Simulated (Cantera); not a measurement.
A closed system holds: 1 mol Si, 4.2 mol N2O, 13 mol H2, at 0.120 bar.

Method: chemical equilibrium by Gibbs-energy minimisation in Cantera with the NASA 1993 tables (ideal gas, pure condensed phases). Candidate condensed phases: H2O, Si, SiO2, Si2N2O, Si3N4; 35 gas species. The tables hold silica as quartz up to 1696 K and as liquid above; real silica turns to tridymite and cristobalite and melts near 1996 K. Gases not in the tables: Si(OH)4. The numbers say what is thermodynamically allowed, not how fast it happens.

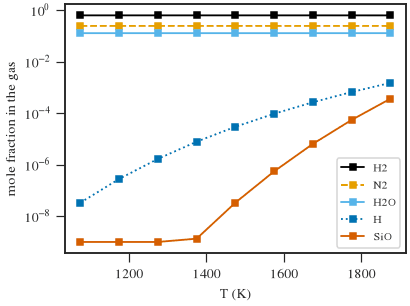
Figure. Equilibrium gas composition (values under 1e-9 drawn at 1e-9)

From 1075 K to 1675 K the condensed part is SiO2(β-quartz). From 1775 K to 1875 K the condensed part is SiO2(condensed).
